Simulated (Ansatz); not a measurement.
**BF₂H₃Si: density, localisation and related maps**

Input file:

```
crystal:
  periodic: [false, false, false]
  atoms:
    - { symbol: B, position_ang: [-0.662, 0.8816, -0.07] }
    - { symbol: Si, position_ang: [0.4851, -0.597, 0.025] }
    - { symbol: F, position_ang: [0.7011, -1.0017, 1.6294] }
    - { symbol: F, position_ang: [-0.1173, -1.8936, -0.7925] }
    - { symbol: H, position_ang: [-1.0073, 1.3613, -1.1531] }
    - { symbol: H, position_ang: [-1.1418, 1.4254, 0.9046] }
    - { symbol: H, position_ang: [0.31111, 0.25395, 0.09736] }
basis:
  gaussian: { orbitals: "6-31G*" }
hamiltonian:
  xc: pbe0
  dispersion: d4
relax:
  f_tol: 0.02
  max_steps: 50
output:
  orbitals: {}
```

Run with:

```sh
ansatz run input.yaml --threads 1 --pin off --max-ram 2048MiB --backend cpu --events-out ev --progress --plain --runs-dir out
```

The fields are those of the relaxed geometry.

These are results of Ansatz 0.2.0, RKS PBE0-D4/6-31G*, not measurements.

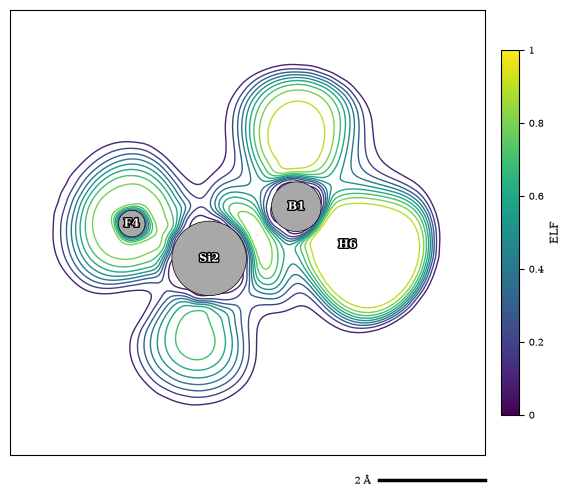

Figure 1. Electron localisation function on the plane of atoms Si2, B1 and H6. Grey discs cover the atomic cores.

Interpret the plot.

Answer. Atoms in the plane: B, Si, F and H.
Si–F (1.59 Å): the ELF peaks at about 0.80 in the valence shell of F, 0.6 Å from its nucleus, and is about 0.45 at the midpoint.
Si–B (1.90 Å): the ELF peaks at about 0.90 between the atoms (a covalent bond).
B–H (1.20 Å): the ELF climbs to about 1 towards the hydrogen, as it does in any bond to H: an ordinary covalent bond to hydrogen.
The ELF also peaks beside F4, away from the bonds: lone-pair regions.

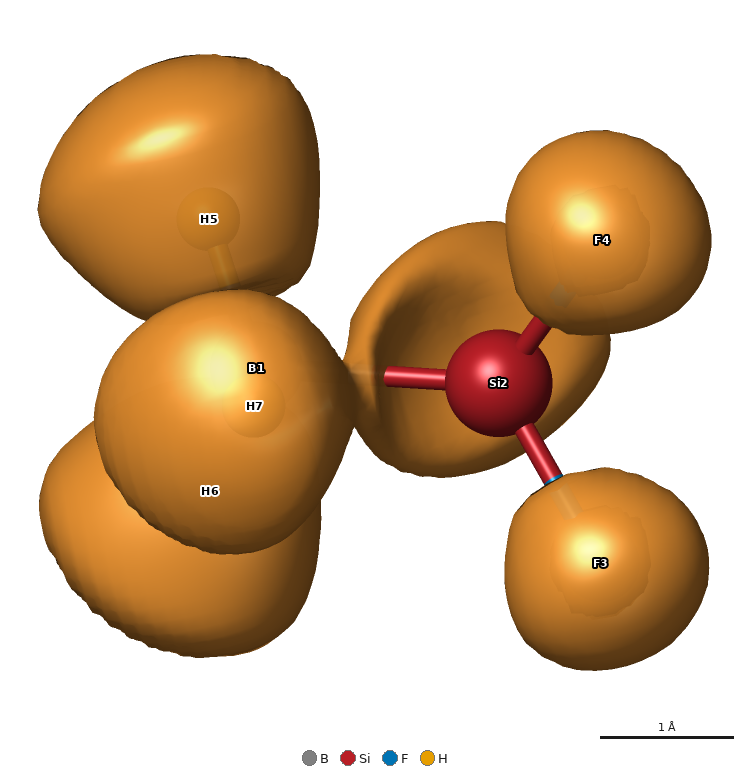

Figure 2. Isosurface of the electron localisation function at 0.75 (orange), seen at a tilt. Only the valence region is drawn (cores and ρ < 0.01 e/Å³ removed).

What do the ELF domains correspond to?

Answer. The ELF exceeds this value in three regions around hydrogen nuclei and two regions wrapped around F (its lone pairs, merged into a ring or cap).

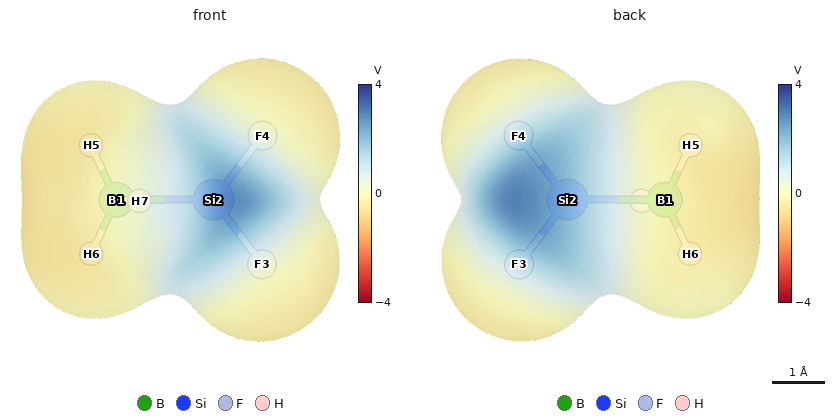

Figure 3. The electrostatic potential painted on the density surface at 0.002 e/bohr³, seen from the front and from behind; the colour scale runs from red (negative) to blue (positive).

Describe the electrostatic potential map.

Answer. The most negative region (about −0.6 V, or −14 kcal/mol for a unit charge) lies over H5, the most positive (about +3.0 V, or +69 kcal/mol for a unit charge) over Si2.

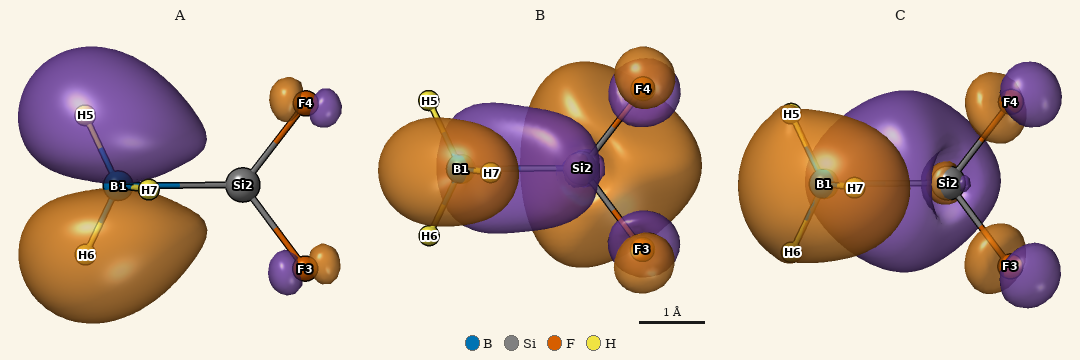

Figure 4. Three frontier orbitals at ±0.1 Å⁻³ᐟ² (orange and purple are the two phases), in no order.

Which picture is the HOMO−1, the HOMO and the LUMO?

Answer. A is the HOMO−1 (−9.81 eV). By Hirshfeld shares it lies mainly on B1 (about 40 %), H5 (about 25 %) and H6 (about 25 %). C is the HOMO (−8.61 eV). By Hirshfeld shares it lies mainly on Si2 (about 35 %), B1 (about 30 %) and H7 (about 15 %). B is the LUMO (−1.81 eV). By Hirshfeld shares it lies mainly on Si2 (about 60 %), B1 (about 15 %), F3 (about 5 %) and F4 (about 5 %).

What is the HOMO–LUMO gap?

Answer. 6.80 eV between the orbital energies.
